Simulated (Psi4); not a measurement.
**A workflow on CH3FO (SMILES OCF)**

Wanted: a structure relaxation (BLYP/def2-SVP), then the harmonic vibrations, then the energy (MP2-F12/cc-pVDZ-F12), then the vertical excitations (TDA-BLYP/def2-SVP) of CH3FO. 

Program for the calculation: Psi4 1.11.

## (1) The structure to begin with

CH3FO: 6 atoms, total charge 0, spin state singlet. As SMILES, `OCF`. The start is not the relaxed shape. The run starts from this shape.

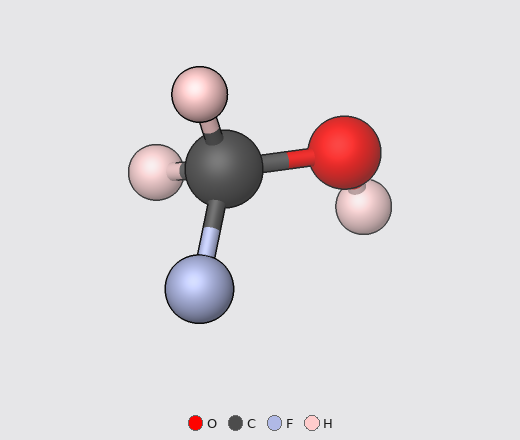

The structure, seen from a chosen angle (oxygen red, carbon dark grey, fluorine light blue, hydrogen pink).

## (2) A structure relaxation at BLYP/def2-SVP (density fitting) (run 1)

Contents of job.dat:

```
memory 1600 mb

molecule m {
  O     -0.763989    -0.731998    -0.298809
  C      0.209905     0.024322     0.315212
  F     -0.024708     1.403481     0.327906
  H     -0.926473    -0.486589    -1.063180
  H      1.115348     0.013592    -0.343879
  H      0.458811    -0.373114     1.229453
  units angstrom
}

set {
  basis def2-SVP
  geom_maxiter 60
}

result, w = optimize('blyp', return_wfn=True)
```

The run is started by

```bash
psi4 -i job.dat -o job.out -n 1
```

job.out:

```text
Psi4 1.11 release

gradient() will perform analytic gradient computation.

   => Loading Basis Set <=

    Name: DEF2-SVP
    Role: ORBITAL
    Keyword: BASIS

         ---------------------------------------------------------
                                   SCF
                              RKS Reference
                        1 Threads,   1525 MiB Core
         ---------------------------------------------------------

  ==> Geometry <==

    Molecular point group: c1
    Full point group: C1

    Geometry (in Angstrom), charge = 0, multiplicity = 1:

[... 182 lines left out ...]
    Final Occupation by Irrep:
[... 327 lines left out ...]
  @DF-RKS Final Energy:  -214.75299789178052
[... 258 lines left out ...]
    One-Electron Energy =                -451.5858136741140925
[... 260 lines left out ...]
    Empirical Dispersion Energy =           0.0000000000000000
[... 263 lines left out ...]
 Dipole X            :         -0.7859960            1.1214880            0.3354920
[... 292 lines left out ...]
    Weights Tolerance      =       1.00E-15
[... 323 lines left out ...]
	  Convergence Criteria     1.00e-06 *    3.00e-04 *             o    1.20e-03 *             o
[... 4 lines left out ...]
Next Geometry in Ang
	Fragment 1 (Ang)

	    O  -0.5910619186  -1.0085981891  -0.3524283546
	    C   0.4633968325  -0.2553898814   0.1399098470
	    F   0.1342094509   1.1011608478   0.2417264167
	    H  -0.7272718589  -0.7668433253  -1.2907188050
	    H   1.3776998540  -0.3090974038  -0.5003163687
	    H   0.6837667882  -0.6376547261   1.1594414931

    Final optimized geometry and variables:
    Molecular point group: c1
    Full point group: C1

    Geometry (in Angstrom), charge = 0, multiplicity = 1:

    O           -0.591158881270    -1.008405133862    -0.352418231416
    C            0.463419149685    -0.255367622783     0.139847243903
    F            0.134211154560     1.101199154042     0.241882037402
    H           -0.727119503919    -0.767057936969    -1.290683359268
    H            1.377672990378    -0.309114414024    -0.500419810143
    H            0.683714238603    -0.637676724255     1.159406348040

    Psi4 run time: 0:00:13.38

[set-up sections that repeat, and orbital energies of the middle runs, are left out above]
```

Standard output:

```text
Optimizer: Optimization complete!
```

Wall time 14 s (1 thread of Intel Xeon 6975P-C (Granite Rapids), shared host); peak memory 0.45 GiB.

Steps, from the record of the run:

```tsv
step	energy from the first frame kept (eV)	largest force (eV/Å)
0	0.0000	13.9159
1	-1.1383	1.9117
2	-1.1767	0.7056
3	-1.1817	0.2966
4	-1.1825	0.1266
5	-1.1827	0.0545
6	-1.1827	0.0115
```

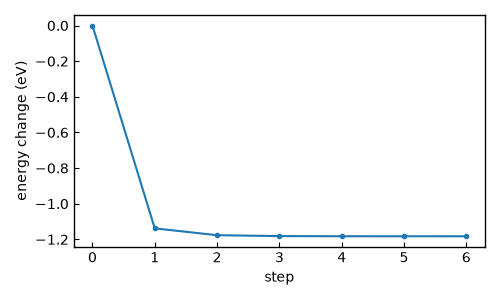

Energy along the run.

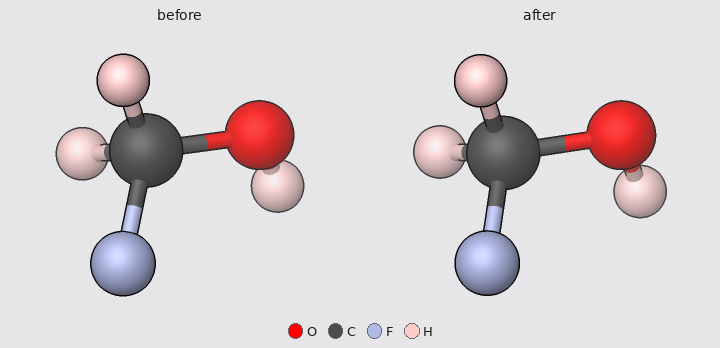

Before and after, at one scale.

After the run. Bond lengths: O1–C2 1.386 Å, C2–F3 1.400 Å, O1–H4 0.978 Å, C2–H5 1.117 Å, C2–H6 1.111 Å. Angles: O1–C2–F3 111.9°, O1–C2–H5 113.1°, O1–C2–H6 106.8°, F3–C2–H5 106.3°, F3–C2–H6 108.3°, C2–O1–H4 108.2°, H5–C2–H6 110.3°.

## (3) The harmonic vibrations at BLYP/def2-SVP (density fitting) (run 2)

Contents of calc.in:

```
memory 1.6 GB

molecule system {
  O     -1.47672648    -1.36174798    -0.47503179
  C      0.51613712     0.06128571     0.45521613
  F     -0.10597584     2.62482581     0.64803244
  H     -1.73365364    -0.90566825    -2.24809568
  H      2.24382679    -0.04027951    -0.75471315
  H      0.93243433    -0.66117360     2.38190340
  units au
}

set {
  t                          400.0
  rotational_symmetry_number 1
}

result, w = freq('blyp/def2-SVP', return_wfn=True)
```

The run is started by

```bash
psi4 -i calc.in -o calc.out -n 1
```

calc.out:

```text
Psi4 1.11 release

         ----------------------------------------------------------
                                   FINDIF
         ----------------------------------------------------------

[... 647 lines left out ...]
   @DF-RKS iter   2:  -214.27082529833677    3.04973e-01   1.90538e-02 DIIS/ADIIS
[... 789 lines left out ...]
   @DF-RKS iter   8:  -214.75462742465751   -8.46227e-08   8.59650e-07 DIIS
[... 800 lines left out ...]
  @DF-RKS Final Energy:  -214.75462728657473
[... 792 lines left out ...]
    VV10 Nonlocal Energy =                  0.0000000000000000
[... 801 lines left out ...]
    Nuclear Repulsion Energy =             78.2897049690869835
[... 798 lines left out ...]
 Dipole X            :         -0.7861343            1.1213867            0.3352524
[... 957 lines left out ...]
    Translational S                         39.113 [cal/(mol K)]      163.648 [J/(mol K)]       0.06233020 [mEh/K] (mol. weight = 50.0168 [u], P = 101325.00 [Pa])
[... 49 lines left out ...]
  Gibbs free energy, G = H - T * S
    Electronic contrib to G beyond E_e       0.000 [kcal/mol]        0.000 [kJ/mol]       0.00000000 [Eh]
    Translational contrib to G             -13.658 [kcal/mol]      -57.145 [kJ/mol]      -0.02176527 [Eh]
    Rotational contrib to G                 -7.920 [kcal/mol]      -33.138 [kJ/mol]      -0.01262161 [Eh]
    Vibrational contrib to G                26.762 [kcal/mol]      111.973 [kJ/mol]       0.04264813 [Eh]
  Correction G                               5.184 [kcal/mol]       21.690 [kJ/mol]       0.00826124 [Eh]
  Total G, Gibbs energy at  400.00 [K]                                                 -214.74636666 [Eh]
  *** Absolute Gibbs energy, not a free energy of formation ***

    Psi4 run time: 0:01:07.28

[set-up sections that repeat, and orbital energies of the middle runs, are left out above]
```

The script printed:

```text
Warning: used thermodynamics relations inappropriate for low-frequency modes: ['393.9396' '533.0270']
```

It took 68 s on 1 thread of Intel Xeon 6975P-C (Granite Rapids), shared host; peak memory 0.43 GiB.

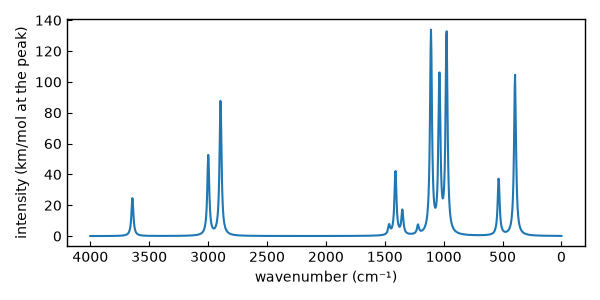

Harmonic infrared spectrum, unscaled, lines broadened by 10 cm⁻¹.

## (4) The energy at MP2-F12/cc-pVDZ-F12 (density fitting, density fitting for correlation) (run 3)

Contents of ch3fo.sdf:

```

     RDKit          3D

  6  5  0  0  0  0  0  0  0  0999 V2000
   -0.7814   -0.7206   -0.2514 O   0  0  0  0  0  0  0  0  0  0  0  0
    0.2731    0.0324    0.2409 C   0  0  0  0  0  0  0  0  0  0  0  0
   -0.0561    1.3890    0.3429 F   0  0  0  0  0  0  0  0  0  0  0  0
   -0.9174   -0.4793   -1.1896 H   0  0  0  0  0  0  0  0  0  0  0  0
    1.1874   -0.0213   -0.3994 H   0  0  0  0  0  0  0  0  0  0  0  0
    0.4934   -0.3499    1.2604 H   0  0  0  0  0  0  0  0  0  0  0  0
  2  1  1  0
  3  2  1  0
  4  1  1  0
  5  2  1  0
  6  2  1  0
M  END
$$$$
```

Contents of calc.py:

```python
import psi4
from rdkit import Chem

psi4.set_memory('1600 MB')
psi4.set_num_threads(1)
psi4.core.set_output_file('psi4.out', False)

rd = Chem.SDMolSupplier('ch3fo.sdf', removeHs=False, sanitize=False)[0]
xyz = rd.GetConformer().GetPositions()
atoms = '\n'.join(f'{a.GetSymbol()} {x:.4f} {y:.4f} {z:.4f}' for a, (x, y, z) in zip(rd.GetAtoms(), xyz))
geom = psi4.geometry('0 1\n' + atoms + '')

options = {'freeze_core': True}
psi4.set_options(options)

e_tot = psi4.energy('mp2-f12/cc-pVDZ-F12')
print(f'total energy {e_tot:.8f} hartree = {e_tot * 27.211386:.5f} eV')
```

The run is started by

```bash
python calc.py
```

psi4.out:

```text
SCF Algorithm Type (re)set to DF.

   => Loading Basis Set <=

    Name: CC-PVDZ-F12
    Role: ORBITAL
    Keyword: BASIS

         ---------------------------------------------------------
                                   SCF
                              RHF Reference
                        1 Threads,   1525 MiB Core
         ---------------------------------------------------------

  ==> Geometry <==

    Molecular point group: c1
    Full point group: C1

    Geometry (in Angstrom), charge = 0, multiplicity = 1:

[... 96 lines left out ...]
   @DF-RHF iter   1:  -213.90729642934517   -7.12122e-01   3.79353e-03 DIIS/ADIIS
[... 4 lines left out ...]
   @DF-RHF iter   6:  -213.98678380021281   -5.41088e-06   9.28186e-06 DIIS
[... 4 lines left out ...]
   @DF-RHF iter  11:  -213.98678484471739   -1.40403e-11   8.36584e-09 DIIS
[... 34 lines left out ...]
    One-Electron Energy =                -451.3330878387236567
[... 18 lines left out ...]
 Dipole Z            :          0.3321788           -0.8220475           -0.4898687
[... 47 lines left out ...]
	 Correlation Energy        =      -0.6146831357231964 [Eh]
[... 9 lines left out ...]
	 SCS Total Energy          =    -214.5873568795950632 [Eh]
[... 76 lines left out ...]
 ===> Computing F12/3C(FIX) Energy Correction <===

  i   j  |     E_F12(Singlet)     E_F12(Triplet)            E_F12
 ----------------------------------------------------------------------
  4   4  |    -0.002625018132     0.000000000000      -0.002625018132
  4   5  |    -0.000302213967    -0.000035058091      -0.000337272058
  4   6  |    -0.001433769581    -0.000274537867      -0.001708307448
[... 51 lines of this table left out ...]
 13  13  |    -0.002181739583     0.000000000000      -0.002181739583

 ===> DF-MP2-F12/3C(FIX) Energies <===

     RHF Reference Energy:              -213.986784844717
     CABS Singles Correction:            -0.009737050575
     CABS-corrected Reference Energy:   -213.996521895293
     MP2 Correlation Energy:             -0.614683135723
     F12/3C(FIX) Correction Energy:      -0.145120778554
     MP2-F12/3C(FIX) Correlation Energy: -0.759803914277
  Total DF-MP2-F12/3C(FIX) Energy:      -214.756325809569

	total time  =         25 seconds =       0.42 minutes
```

On the terminal:

```text
total energy -214.75632581 hartree = -5843.81728 eV
```

Run time: 27 s. Hardware: 1 thread of Intel Xeon 6975P-C (Granite Rapids), shared host; peak memory 3 GiB.

## (5) The vertical excitations at TDA-BLYP/def2-SVP (density fitting, save jk yes) (run 4)

Contents of calc.py:

```python
import psi4

psi4.set_memory('1600 MB')
psi4.set_num_threads(1)
psi4.set_output_file('run.log', False)

mol = psi4.geometry("""
0 1
O     -1.47672648    -1.36174798    -0.47503179
C      0.51613712     0.06128571     0.45521613
F     -0.10597584     2.62482581     0.64803244
H     -1.73365364    -0.90566825    -2.24809568
H      2.24382679    -0.04027951    -0.75471315
H      0.93243433    -0.66117360     2.38190340
units au
""")

psi4.set_options({
    'basis': 'def2-SVP',
    'save_jk': True,
})

from psi4.driver.procrouting.response.scf_response import tdscf_excitations
energy_value, wavefunction = psi4.energy("BLYP", return_wfn=True)
states = tdscf_excitations(wavefunction, states=6, tda=True)
for k, s in enumerate(states, 1):
    print(f"root {k}: {s['EXCITATION ENERGY'] * 27.211386:.4f} eV  f = {s['OSCILLATOR STRENGTH (LEN)']:.4f}  {s['SYMMETRY']}")
print('E =', round(energy_value, 9))
```

The run is started by

```bash
python calc.py
```

run.log:

```text
Remigio,

    h
    h
    h

    -----------------------------------------------------------------------

    Memory:     1.5 GiB
    Threads:    1
                ecpint, einsums, f̶o̶r̶t̶e̶, gauxc, gcp, g̶d̶m̶a̶, geometric, g̶p̶u̶_̶d̶f̶c̶c̶,
                i̶n̶t̶e̶g̶r̶a̶t̶o̶r̶x̶x̶, i̶p̶i̶, libefp, m̶d̶i̶, m̶p̶2̶d̶, m̶r̶c̶c̶, ooo,
                o̶p̶e̶n̶f̶e̶r̶m̶i̶o̶n̶p̶s̶i̶4̶, pcmsolver, p̶s̶i̶4̶f̶o̶c̶k̶c̶i̶, p̶s̶i̶x̶a̶s̶,
                p̶y̶e̶i̶n̶s̶u̶m̶s̶, r̶e̶s̶p̶, s̶i̶m̶i̶n̶t̶, s̶n̶s̶m̶p̶2̶,
                v̶2̶r̶d̶m̶_̶c̶a̶s̶s̶c̶f̶

   => Loading Basis Set <=

    Name: DEF2-SVP
    Role: ORBITAL
    Keyword: BASIS

[... 157 lines left out ...]
   @DF-RKS iter SAD:  -214.39758707551368   -2.14398e+02   0.00000e+00
[... 5 lines left out ...]
   @DF-RKS iter   6:  -214.75461289258561   -6.02158e-05   1.08952e-04 DIIS/ADIIS
[... 38 lines left out ...]
    Nuclear Repulsion Energy =             78.2928223011641791
[... 5 lines left out ...]
    Total Energy =                       -214.7546279071819697
[... 64 lines left out ...]
**********                               WARNING                                **********
[... 36 lines left out ...]
Excited State    5 (1 A):   0.34487 au   132.12 nm f = 0.0494
[... 4 lines left out ...]
Excited State    6 (1 A):   0.35673 au   127.72 nm f = 0.0435
  Sums of squares: Xssq =  1.000000e+00
     10a  ->  14a    -0.106954 ( 1.144%)
     11a  ->  15a    -0.189558 ( 3.593%)
     12a  ->  16a    -0.280184 ( 7.850%)
     13a  ->  15a     0.108800 ( 1.184%)
     13a  ->  16a     0.919801 (84.603%)

******************************************************************************************
**********                               WARNING                                **********
**********       The names of excited state variables changed between 1.5       **********
**********     and 1.6. For a quick solution, remove the symmetry specifier     **********
**********   from the variable name. For full details, see 'Notes on Psivars'   **********
**********                        in the documentation.                         **********
******************************************************************************************
```

Standard output:

```text
root 1: 7.5976 eV  f = 0.0090  A
root 2: 8.1824 eV  f = 0.0108  A
root 3: 8.7689 eV  f = 0.0360  A
root 4: 8.9258 eV  f = 0.0135  A
root 5: 9.3844 eV  f = 0.0494  A
root 6: 9.7072 eV  f = 0.0435  A
E = -214.754627907
```

Run time: 6.3 s. Hardware: 1 thread of Intel Xeon 6975P-C (Granite Rapids), shared host; peak memory 0.42 GiB.

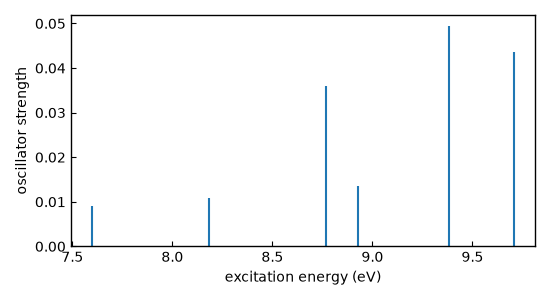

Vertical excitations as sticks.

The roots found:

```tsv
excited state	energy (eV)	strength	label
1	7.598	0.0089	A 1
2	8.182	0.0108	A 1
3	8.769	0.0360	A 1
4	8.926	0.0135	A 1
5	9.384	0.0494	A 1
6	9.707	0.0435	A 1
```

## (6) Outcome

| quantity | value |
| --- | --- |
| run 1, BLYP/def2-SVP: total energy at the end | -214.75463 Eh |
| run 1, BLYP/def2-SVP: dipole moment | 1.68 D |
| run 1, BLYP/def2-SVP: HOMO energy | -6.85 eV |
| run 1, BLYP/def2-SVP: LUMO energy | 0.56 eV |
| run 1, BLYP/def2-SVP: HOMO–LUMO gap | 7.41 eV |
| run 2, BLYP/def2-SVP: lowest harmonic wavenumber | 394 cm⁻¹ |
| run 2, BLYP/def2-SVP: highest harmonic wavenumber | 3643 cm⁻¹ |
| run 2, BLYP/def2-SVP: zero-point energy | 113.8 kJ/mol |
| run 2, BLYP/def2-SVP: ideal-gas entropy at 400 K (symmetry number 1 as used) | 65.4 cal/(mol K) |
| run 3, MP2-F12/cc-pVDZ-F12: total energy | -214.75633 Eh |
| run 3, MP2-F12/cc-pVDZ-F12: HOMO energy (Hartree–Fock orbitals) | -13.54 eV |
| run 3, MP2-F12/cc-pVDZ-F12: LUMO energy (Hartree–Fock orbitals) | 1.63 eV |
| run 3, MP2-F12/cc-pVDZ-F12: HOMO–LUMO gap (Hartree–Fock orbitals) | 15.17 eV |
| run 3, MP2-F12/cc-pVDZ-F12: correlation energy (3 core orbitals frozen) | -759.8 mEh |
| run 4, TDA-BLYP/def2-SVP: ground-state or mean-field energy | -214.75463 Eh |
| run 4, TDA-BLYP/def2-SVP: dipole moment (BLYP Kohn–Sham density) | 1.68 D |
| run 4, TDA-BLYP/def2-SVP: HOMO energy (BLYP Kohn–Sham orbitals) | -6.85 eV |
| run 4, TDA-BLYP/def2-SVP: LUMO energy (BLYP Kohn–Sham orbitals) | 0.56 eV |
| run 4, TDA-BLYP/def2-SVP: HOMO–LUMO gap (BLYP Kohn–Sham orbitals) | 7.41 eV |
| run 4, TDA-BLYP/def2-SVP: lowest excitation energy | 7.60 eV |

What this shows: The optimisation (run 1, BLYP/def2-SVP) took 7 steps and changed the energy by -1.183 eV. All 12 modes are real, so the shape is a minimum at this level. The brightest of the 6 transitions from the ground state lies at 9.38 eV (132 nm, f = 0.049); the lowest, at 7.60 eV, has f = 0.009. Roots above 6.9 eV lie over the negative of the HOMO energy, where a finite basis gives discretised continuum or poorly described Rydberg states.
